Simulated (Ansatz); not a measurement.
Run report: CH5AlF2, nudged elastic band

The run: nudged elastic band of CH5AlF2. Method and program: RKS PBE-D4/6-31G* (Ansatz 0.2.0).

One setting was made poor on purpose. It belongs to a series of runs on one base structure; here: band between the two ends.

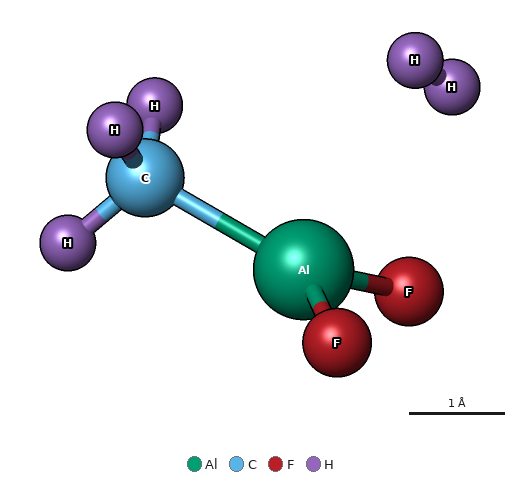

**Figure 1.** The structure as given in the input (ball-and-stick view, seen at a tilt). Sticks mark near contacts.

**Input file**
```yaml
crystal:
  periodic: [false, false, false]
  atoms:
    - { symbol: Al, position_ang: [-0.417009, 0.152218, -0.813691] }
    - { symbol: C, position_ang: [1.201666, 0.455883, 0.222462] }
    - { symbol: F, position_ang: [-0.70311, -1.27458, -1.636646] }
    - { symbol: F, position_ang: [-1.54963, 1.354619, -1.04946] }
    - { symbol: H, position_ang: [-1.549245, -0.8565, 1.257113] }
    - { symbol: H, position_ang: [-1.582633, -1.395799, 0.729181] }
    - { symbol: H, position_ang: [1.006666, 1.133394, 1.071076] }
    - { symbol: H, position_ang: [1.987596, 0.922195, -0.396945] }
    - { symbol: H, position_ang: [1.605701, -0.49143, 0.616812] }
basis:
  gaussian: { orbitals: "6-31G*" }
hamiltonian:
  xc: pbe
  dispersion: d4
neb:
  order_check: false
  images: 9
  f_tol: 0.2
  max_iterations: 60
  final_atoms:
    - { symbol: Al, position_ang: [-1.08647821, -0.34806056, -0.93815665] }
    - { symbol: C, position_ang: [0.88323645, 0.2754302, 0.81307612] }
    - { symbol: F, position_ang: [-0.1132397, -1.36263852, -1.83794907] }
    - { symbol: F, position_ang: [-1.25420931, 1.22375956, -1.47501212] }
    - { symbol: H, position_ang: [0.32996164, -0.09295148, 1.68895753] }
    - { symbol: H, position_ang: [-2.04566004, -0.92663463, 0.17623479] }
    - { symbol: H, position_ang: [1.86471514, 0.66236364, 1.12792152] }
    - { symbol: H, position_ang: [0.3433775, 1.1186504, 0.34268727] }
    - { symbol: H, position_ang: [1.07829853, -0.54991862, 0.10214261] }
  initial_path:
    images:
      - { positions_ang: [[-0.417009, 0.152218, -0.813691], [1.201666, 0.455883, 0.222462], [-0.70311, -1.27458, -1.636646], [-1.54963, 1.354619, -1.04946], [-1.549245, -0.8565, 1.257113], [-1.582633, -1.395799, 0.729181], [1.006666, 1.133394, 1.071076], [1.987596, 0.922195, -0.396945], [1.605701, -0.49143, 0.616812]] }
      - { positions_ang: [[-0.50795831, 0.10754672, -0.82791758], [1.14696486, 0.40987282, 0.27605066], [-0.70549921, -1.27067773, -1.70947113], [-1.59518432, 1.33497612, -1.07744261], [-1.30582593, -0.75761838, 1.14452168], [-1.50242938, -1.2765136, 0.77383513], [0.97335881, 1.08684161, 1.12576673], [1.91217224, 0.89015383, -0.35629109], [1.58440323, -0.52458139, 0.65085019]] }
      - { positions_ang: [[-0.59890762, 0.06287543, -0.84214416], [1.09226372, 0.36386264, 0.32963932], [-0.70788842, -1.26677545, -1.78229626], [-1.64073864, 1.31533323, -1.10542522], [-1.06240685, -0.65873677, 1.03193036], [-1.42222576, -1.1572282, 0.81848927], [0.94005162, 1.04028923, 1.18045747], [1.83674848, 0.85811266, -0.31563717], [1.56310546, -0.55773277, 0.68488839]] }
      - { positions_ang: [[-0.68985693, 0.01820415, -0.85637074], [1.03756258, 0.31785246, 0.38322799], [-0.71027762, -1.26287318, -1.85512138], [-1.68629296, 1.29569035, -1.13340782], [-0.81898778, -0.55985515, 0.91933904], [-1.34202213, -1.0379428, 0.8631434], [0.90674443, 0.99373684, 1.2351482], [1.76132473, 0.82607149, -0.27498326], [1.54180769, -0.59088416, 0.71892658]] }
      - { positions_ang: [[-0.78080624, -0.02646713, -0.87059732], [0.98286144, 0.27184228, 0.43681665], [-0.71266683, -1.25897091, -1.92794651], [-1.73184728, 1.27604746, -1.16139043], [-0.57556871, -0.46097354, 0.80674771], [-1.26181851, -0.9186574, 0.90779754], [0.87343724, 0.94718446, 1.28983893], [1.68590097, 0.79403032, -0.23432935], [1.52050992, -0.62403555, 0.75296478]] }
      - { positions_ang: [[-0.87175555, -0.07113841, -0.8848239], [0.9281603, 0.2258321, 0.49040531], [-0.71505604, -1.25506863, -2.00077164], [-1.7774016, 1.25640458, -1.18937304], [-0.33214963, -0.36209192, 0.69415639], [-1.18161489, -0.799372, 0.95245167], [0.84013005, 0.90063207, 1.34452966], [1.61047721, 0.76198915, -0.19367543], [1.49921215, -0.65718693, 0.78700297]] }
      - { positions_ang: [[-0.91470008, -0.12652284, -0.89549045], [0.91917553, 0.23575172, 0.55493947], [-0.59469277, -1.27658261, -1.96820713], [-1.67276314, 1.24987557, -1.24650085], [-0.19972738, -0.30826384, 0.89311662], [-1.35442392, -0.82482453, 0.7972083], [1.04504707, 0.85297839, 1.30120804], [1.35705727, 0.8333214, -0.08640289], [1.41502943, -0.63573327, 0.6500309]] }
      - { positions_ang: [[-0.95764462, -0.18190727, -0.906157], [0.91019076, 0.24567134, 0.61947363], [-0.4743295, -1.29809659, -1.93564261], [-1.56812468, 1.24334657, -1.30362867], [-0.06730512, -0.25443575, 1.09207685], [-1.52723295, -0.85027705, 0.64196492], [1.24996409, 0.8053247, 1.25788641], [1.10363732, 0.90465365, 0.02086965], [1.3308467, -0.61427961, 0.51305883]] }
      - { positions_ang: [[-1.00058915, -0.2372917, -0.91682355], [0.90120599, 0.25559096, 0.6840078], [-0.35396624, -1.31961056, -1.9030781], [-1.46348623, 1.23681757, -1.36075649], [0.06511713, -0.20060766, 1.29103708], [-1.70004198, -0.87572958, 0.48672154], [1.4548811, 0.75767101, 1.21456478], [0.85021738, 0.9759859, 0.12814219], [1.24666398, -0.59282594, 0.37608675]] }
      - { positions_ang: [[-1.04353368, -0.29267613, -0.9274901], [0.89222122, 0.26551058, 0.74854196], [-0.23360297, -1.34112454, -1.87051359], [-1.35884777, 1.23028856, -1.4178843], [0.19753939, -0.14677957, 1.4899973], [-1.87285101, -0.9011821, 0.33147817], [1.65979812, 0.71001733, 1.17124315], [0.59679744, 1.04731815, 0.23541473], [1.16248126, -0.57137228, 0.23911468]] }
      - { positions_ang: [[-1.08647821, -0.34806056, -0.93815665], [0.88323645, 0.2754302, 0.81307612], [-0.1132397, -1.36263852, -1.83794907], [-1.25420931, 1.22375956, -1.47501212], [0.32996164, -0.09295148, 1.68895753], [-2.04566004, -0.92663463, 0.17623479], [1.86471514, 0.66236364, 1.12792152], [0.3433775, 1.1186504, 0.34268727], [1.07829853, -0.54991862, 0.10214261]] }
```

Hardware: 2 threads of Intel Xeon (Sapphire Rapids), 16 GiB of memory available, shared host.

Launched with:
```bash
ansatz run input.yaml --threads 2 --pin off --max-ram 3072MiB --backend cpu --events-out ev --progress --plain --runs-dir out
```

**The program's output**
```
Engine: ansatz 0.2.0, x86_64-unknown-linux-gnu
Functional definition: PBE
  parameter kappa = 0.804
  parameter beta = 0.06672455060314922
  exchange = pbe_x(kappa = kappa, mu = beta*pi^2/3)
  correlation = pbe_c(beta = beta)
855 factors; their error is unknown
mean field evaluation 1: about -13131.8400 eV, gradient 7.0e1 eV
mean field evaluation 2: about -13111.8531 eV, gradient 1.2e2 eV
mean field evaluation 4: about -13141.3311 eV, gradient 7.5e0 eV
mean field evaluation 8: about -13141.4599 eV, gradient 1.1e-1 eV
mean field evaluation 16: about -13141.4209 eV, gradient 2.3e-5 eV
mean field -13141.42088429 eV, -482.9383099225 hartree, gradient 2.3e-5 eV, S^2 0.000000; 0 other end points of the search recorded, 0 dependent functions left out
the calculation of the forces begins
reference -13141.42093157 eV, -482.9383116602 hartree; 21, 21 occupied and 53, 53 virtual orbitals, 855 factors
855 factors; their error is unknown
mean field evaluation 32: about -13141.7604 eV, gradient 4.5e-5 eV
mean field -13141.76036887 eV, -482.9507857510 hartree, gradient 4.5e-5 eV, S^2 0.000000; 0 other end points of the search recorded, 0 dependent functions left out
[... from here on the field's lines of each further geometry are left out, up to the last ...]
NEB iter   1: max|band force component| = 9.209e0 eV/Å  barrier→ = 3.6435 eV  barrier← = 3.9761 eV  Δτ_max = 0.2000 Å  (270 SCF iters)
NEB iter   2: max|band force component| = 2.710e0 eV/Å  barrier→ = 1.5082 eV  barrier← = 1.8409 eV  Δτ_max = 0.2000 Å  (272 SCF iters)
NEB iter   3: max|band force component| = 1.187e0 eV/Å  barrier→ = 1.3877 eV  barrier← = 1.7203 eV  Δτ_max = 0.2000 Å  (251 SCF iters)
NEB iter   4: max|band force component| = 1.037e0 eV/Å  barrier→ = 1.3471 eV  barrier← = 1.6797 eV  Δτ_max = 0.1507 Å  (266 SCF iters)
NEB iter   5: max|band force component| = 8.907e-1 eV/Å  barrier→ = 1.4926 eV  barrier← = 1.8252 eV  Δτ_max = 0.1994 Å  (241 SCF iters)
NEB iter   6: max|band force component| = 1.922e0 eV/Å  barrier→ = 1.5382 eV  barrier← = 1.8708 eV  Δτ_max = 0.0996 Å  (264 SCF iters)
NEB iter   7: max|band force component| = 8.791e-1 eV/Å  barrier→ = 1.4388 eV  barrier← = 1.7715 eV  Δτ_max = 0.1965 Å  (246 SCF iters)
NEB iter   8: max|band force component| = 8.012e-1 eV/Å  barrier→ = 1.3334 eV  barrier← = 1.6660 eV  CI = image 4  Δτ_max = 0.1185 Å  (252 SCF iters)
NEB iter   9: max|band force component| = 2.086e-1 eV/Å  barrier→ = 1.4031 eV  barrier← = 1.7357 eV  CI = image 4  Δτ_max = 0.0365 Å  (241 SCF iters)
the calculation of the forces begins
reference -13141.74888165 eV, -482.9503636035 hartree; 21, 21 occupied and 53, 53 virtual orbitals, 855 factors
855 factors; their error is unknown
mean field evaluation 928: about -13140.0209 eV, gradient 3.2e-5 eV
mean field -13140.02088951 eV, -482.8868610634 hartree, gradient 2.1e-5 eV, S^2 0.000000; 1 other end points of the search recorded, 0 dependent functions left out
the calculation of the forces begins
reference -13140.02093768 eV, -482.8868628337 hartree; 21, 21 occupied and 53, 53 virtual orbitals, 855 factors
NEB iter  10: max|band force component| = 1.476e-1 eV/Å  barrier→ = 1.3992 eV  barrier← = 1.7318 eV  CI = image 4  Δτ_max = 0.0000 Å  (475 SCF iters)
```

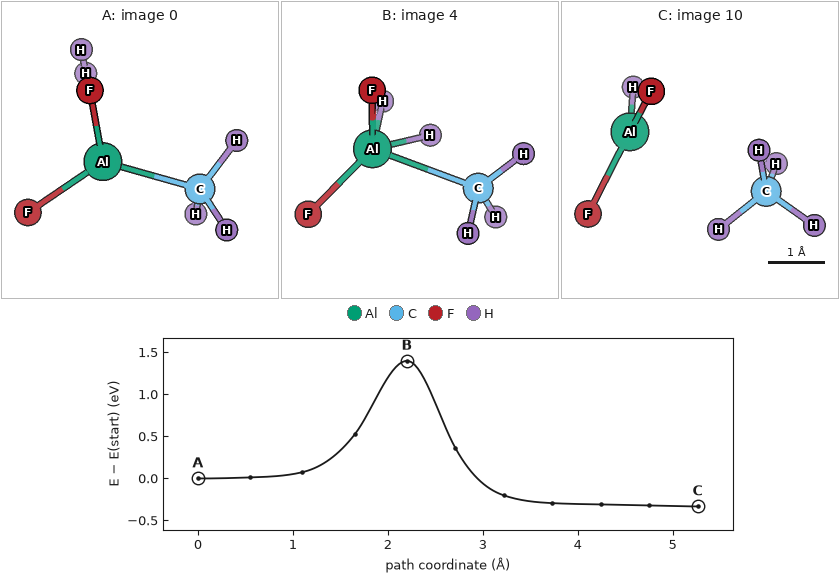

**Figure 2.** Images of the last band (counted from 0; ball-and-stick, seen at a tilt) above the energy along the path; the line is a cubic interpolation that uses the forces. The highest image is number 4, 1.399 eV above the start and 1.732 eV above the end (the climbing image); the end lies 0.333 eV below the start. The path is 5.26 Å long. The band converged in 10 iterations.

```
Total energy: -13140.14901319 eV, -482.8915695218 hartree
Atom 0 at    -0.771296    -0.123404    -0.724867 Å, force     0.023322    -0.021633     0.146265 eV/Å
Atom 1 at     0.905496     0.218296     0.471862 Å, force    -0.072256     0.003850    -0.130044 eV/Å
Atom 2 at    -0.526021    -1.337129    -1.831976 Å, force     0.016261    -0.049218    -0.044288 eV/Å
Atom 3 at    -1.524705     1.285110    -1.183494 Å, force    -0.027138     0.036365     0.000275 eV/Å
Atom 4 at    -0.439718    -0.393309     0.882933 Å, force    -0.017225     0.020867    -0.061889 eV/Å
Atom 5 at    -1.463152    -0.760187     0.772584 Å, force     0.039029     0.022788    -0.018216 eV/Å
Atom 6 at     0.941566     0.792461     1.410961 Å, force     0.008560     0.004309     0.053948 eV/Å
Atom 7 at     1.258553     0.936529    -0.304615 Å, force     0.022026    -0.001555     0.024764 eV/Å
Atom 8 at     1.619280    -0.618365     0.506516 Å, force     0.007420    -0.015772     0.029186 eV/Å
Dipole moment:     0.346284     0.036254     0.455053 e Å
this run last wrote the band of iteration 10 to [file]
```

**The last band as extended XYZ (Å, eV, eV/Å)**
```
9
Properties=species:S:1:pos:R:3:forces:R:3 image=0 energy=-13141.54818
Al   -0.4170    0.1522   -0.8137   -0.0052  -0.0104  -0.0209
C     1.2017    0.4559    0.2225   -0.0060  -0.0012   0.0025
F    -0.7031   -1.2746   -1.6366    0.0091   0.0118   0.0119
F    -1.5496    1.3546   -1.0495    0.0032  -0.0001   0.0069
H    -1.5492   -0.8565    1.2571   -0.0035  -0.0185  -0.0202
H    -1.5826   -1.3958    0.7292    0.0005   0.0203   0.0203
H     1.0067    1.1334    1.0711    0.0041  -0.0022   0.0014
H     1.9876    0.9222   -0.3969   -0.0057  -0.0012  -0.0028
H     1.6057   -0.4914    0.6168    0.0035   0.0015   0.0010
9
Properties=species:S:1:pos:R:3:forces:R:3 image=1 energy=-13141.53601
Al   -0.4106    0.1110   -0.8742    0.0029   0.0053   0.0306
C     1.1653    0.4132    0.2274    0.0205   0.0210  -0.0379
F    -0.6579   -1.3018   -1.7274   -0.0063  -0.0089  -0.0042
F    -1.5433    1.3085   -1.1324    0.0026   0.0133  -0.0069
H    -1.2945   -0.7574    1.2880   -0.0391  -0.0082  -0.0011
H    -1.7204   -1.2194    0.8697    0.0158  -0.0157   0.0048
H     0.8974    0.9230    1.1688   -0.0004   0.0038   0.0017
H     1.8941    1.0580   -0.2948    0.0002  -0.0110   0.0064
H     1.6699   -0.5353    0.4749    0.0037   0.0004   0.0066
9
Properties=species:S:1:pos:R:3:forces:R:3 image=2 energy=-13141.47343
Al   -0.4587    0.0489   -0.8666    0.0396   0.0347  -0.0257
C     1.0930    0.3545    0.2640    0.0906   0.0423  -0.0759
F    -0.6147   -1.3216   -1.8061   -0.0178  -0.0005  -0.0028
F    -1.5981    1.2386   -1.1343   -0.0230  -0.0092   0.0026
H    -0.9878   -0.7007    1.1554   -0.1414  -0.0868   0.0983
H    -1.6859   -0.9031    0.9472   -0.0971  -0.0608   0.0477
H     0.8339    0.7931    1.2440   -0.0272   0.0213  -0.0598
H     1.7623    1.0683   -0.2430    0.1582   0.0375   0.0309
H     1.6561   -0.5779    0.4394    0.0182   0.0214  -0.0153
9
Properties=species:S:1:pos:R:3:forces:R:3 image=3 energy=-13141.02385
Al   -0.5717   -0.0273   -0.7876    0.5187   0.2497  -0.1230
C     0.9804    0.2812    0.3588    0.2519   0.2153  -0.3877
F    -0.5874   -1.3386   -1.8166   -0.1530  -0.0467   0.0380
F    -1.5643    1.2585   -1.1636   -0.1513  -0.0952   0.0390
H    -0.7577   -0.5448    0.9965   -0.8507  -0.3996   0.2930
H    -1.4930   -0.8012    0.8819   -0.1109  -0.1442   0.3124
H     0.8753    0.7692    1.3465   -0.1918  -0.0348  -0.1690
H     1.4916    1.0086   -0.2884    0.6567   0.2080   0.0694
H     1.6268   -0.6057    0.4723    0.0304   0.0474  -0.0719
9
Properties=species:S:1:pos:R:3:forces:R:3 image=4 energy=-13140.14897
Al   -0.7713   -0.1234   -0.7249    0.0233  -0.0216   0.1463
C     0.9055    0.2183    0.4719   -0.0723   0.0039  -0.1300
F    -0.5260   -1.3371   -1.8320    0.0163  -0.0492  -0.0443
F    -1.5247    1.2851   -1.1835   -0.0271   0.0364   0.0003
H    -0.4397   -0.3933    0.8829   -0.0172   0.0209  -0.0619
H    -1.4632   -0.7602    0.7726    0.0390   0.0228  -0.0182
H     0.9416    0.7925    1.4110    0.0086   0.0043   0.0539
H     1.2586    0.9365   -0.3046    0.0220  -0.0016   0.0248
H     1.6193   -0.6184    0.5065    0.0074  -0.0158   0.0292
9
Properties=species:S:1:pos:R:3:forces:R:3 image=5 energy=-13141.18519
Al   -0.9908   -0.2091   -0.7120   -1.0525  -0.3955   0.0357
C     0.9113    0.1957    0.5671    0.0764   0.0013   0.3059
F    -0.4805   -1.3190   -1.8435    0.1961   0.0919  -0.0550
F    -1.4858    1.3035   -1.2026    0.1893   0.0915  -0.0665
H    -0.1242   -0.2701    0.8398    1.4385   0.5529  -0.2071
H    -1.6109   -0.7897    0.6716   -0.6610  -0.1207  -0.4683
H     1.0304    0.8308    1.4504    0.3572   0.1267   0.2311
H     1.1040    0.8755   -0.2985   -0.6203  -0.3081   0.0824
H     1.6465   -0.6175    0.5275    0.0761  -0.0400   0.1417
9
Properties=species:S:1:pos:R:3:forces:R:3 image=6 energy=-13141.74883
Al   -1.1593   -0.2742   -0.7443   -0.1721  -0.0534  -0.0821
C     0.9841    0.2238    0.6357    0.0844   0.0162   0.0653
F    -0.4202   -1.2917   -1.8384    0.0256   0.0135   0.0313
F    -1.4208    1.3003   -1.2299    0.0423   0.0003   0.0168
H     0.0252   -0.2608    0.9179    0.1537   0.0327   0.0508
H    -1.9031   -0.8682    0.5241   -0.2313  -0.0442  -0.1203
H     1.1922    0.8999    1.4760    0.1475   0.0455   0.0191
H     0.9601    0.8357   -0.2836   -0.1272  -0.0498   0.0130
H     1.7417   -0.5649    0.5424    0.0771   0.0393   0.0061
9
Properties=species:S:1:pos:R:3:forces:R:3 image=7 energy=-13141.84166
Al   -1.2163   -0.3067   -0.7860   -0.0194  -0.0282   0.0009
C     1.0134    0.2420    0.6784   -0.0304  -0.0107   0.0147
F    -0.3823   -1.3512   -1.7786    0.0216  -0.0197  -0.0012
F    -1.3429    1.2800   -1.2857    0.0079   0.0295  -0.0110
H     0.1302   -0.2929    1.0833    0.0322   0.0047   0.0202
H    -2.1249   -0.8691    0.3817   -0.0347   0.0080  -0.0072
H     1.3810    0.8820    1.4938    0.0244  -0.0004   0.0198
H     0.7687    0.9079   -0.1675   -0.0212   0.0117  -0.0049
H     1.7732   -0.4920    0.3806    0.0196   0.0053  -0.0313
9
Properties=species:S:1:pos:R:3:forces:R:3 image=8 energy=-13141.85721
Al   -1.1867   -0.3184   -0.8181    0.0537   0.0003  -0.1021
C     0.9768    0.2457    0.7134    0.0119   0.0776  -0.0104
F    -0.2881   -1.3682   -1.7508   -0.0186  -0.0244   0.0510
F    -1.2953    1.2514   -1.3819   -0.0335  -0.0078   0.0480
H     0.1668   -0.2562    1.2740    0.0084  -0.0150   0.0065
H    -2.1436   -0.8613    0.3195   -0.0099   0.0212  -0.0059
H     1.5838    0.7959    1.4496    0.0009  -0.0349   0.0011
H     0.5897    1.0054    0.0067    0.0017  -0.0229   0.0187
H     1.5967   -0.4942    0.1875   -0.0146   0.0060  -0.0068
9
Properties=species:S:1:pos:R:3:forces:R:3 image=9 energy=-13141.86960
Al   -1.1427   -0.3397   -0.8732    0.0010   0.0149  -0.0383
C     0.9346    0.2663    0.7576    0.0157  -0.0362   0.0071
F    -0.2105   -1.3767   -1.7857    0.0170  -0.0358   0.0004
F    -1.2819    1.2300   -1.4258   -0.0171   0.0084   0.0151
H     0.2259   -0.1730    1.4788   -0.0061   0.0232   0.0106
H    -2.1049   -0.8952    0.2527    0.0044   0.0058   0.0060
H     1.7678    0.7132    1.3214    0.0138  -0.0038   0.0020
H     0.4697    1.0882    0.1814   -0.0148   0.0073   0.0103
H     1.3420   -0.5130    0.0926   -0.0138   0.0162  -0.0132
9
Properties=species:S:1:pos:R:3:forces:R:3 image=10 energy=-13141.88081
Al   -1.0865   -0.3481   -0.9382    0.0199   0.0220  -0.0196
C     0.8832    0.2754    0.8131   -0.0155  -0.0044  -0.0173
F    -0.1132   -1.3626   -1.8379   -0.0017  -0.0080  -0.0029
F    -1.2542    1.2238   -1.4750   -0.0056  -0.0032   0.0010
H     0.3300   -0.0930    1.6890    0.0019  -0.0058  -0.0003
H    -2.0457   -0.9266    0.1762   -0.0137  -0.0096   0.0150
H     1.8647    0.6624    1.1279    0.0012   0.0003  -0.0094
H     0.3434    1.1186    0.3427    0.0088  -0.0001   0.0097
H     1.0783   -0.5499    0.1021    0.0047   0.0088   0.0238
```

**Results in brief**

```json
{"quantity": "outcome", "value": "converged"}
{"quantity": "barrier, forward", "value": "1.399 eV"}
{"quantity": "barrier, backward", "value": "1.732 eV"}
{"quantity": "wall time", "value": "74 s (CPU time 2.3 min)"}
{"quantity": "peak memory", "value": "0.17 GiB"}
```

**Notes**

A deliberately poor setting: loose force. The order of the saddle point was not checked.
